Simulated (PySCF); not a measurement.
Input file:

```
{"job": {"kind": "nmr", "xc": "PBE0", "basis": "pcSseg-1"}, "charge": 0, "multiplicity": 1}
C      3.098059     0.382601     0.243923
O      1.850371    -0.239295     0.428241
Si     0.551095    -0.188805    -0.512710
N     -0.673571    -1.148468     0.179008
C     -0.649876    -2.546927     0.490577
C     -1.926260    -0.467198     0.403481
C     -1.852228     0.906754    -0.272483
N     -0.458976     1.245514    -0.403420
C      0.003465     2.492565    -0.469669
O      1.170202     2.769465    -0.638428
H      2.960938     1.430923    -0.021476
H      3.651635    -0.120439    -0.550946
H      3.648971     0.300218     1.180395
H      0.851447    -0.433044    -1.926583
H     -1.355176    -3.104060    -0.137412
H      0.352362    -2.925377     0.317569
H     -0.915948    -2.717534     1.538497
H     -2.101780    -0.358663     1.482903
H     -2.756541    -1.050999    -0.012731
H     -2.300131     0.851335    -1.271576
H     -2.383913     1.667975     0.303201
H     -0.774555     3.272842    -0.351211
```

Run with:

```sh
OMP_NUM_THREADS=1 python probes_run.py task.json out
```

Geometry: GFN2-xTB.

Theory: PBE0/pcSseg-1, SCF density, gas phase, non-relativistic in PySCF 2.14.0.

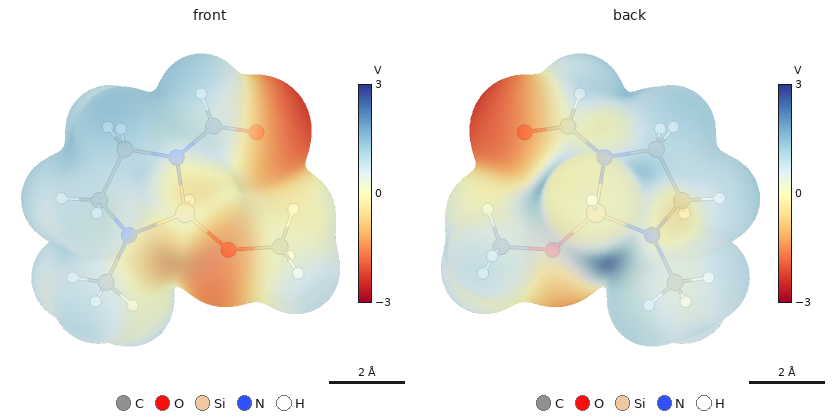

C$_{5}$H$_{12}$N$_{2}$O$_{2}$Si. The molecular electrostatic potential painted on the density surface at 0.004 e/bohr³, seen from the front and from behind; the colour scale runs from red (negative) to blue (positive).

### Describe the electrostatic potential map.

The most negative region (about −2.2 V, or −51 kcal/mol for a unit charge) lies over O10, the most positive (about +1.9 V, or +44 kcal/mol for a unit charge) over Si3. O10 is the likeliest acceptor of a hydrogen bond.
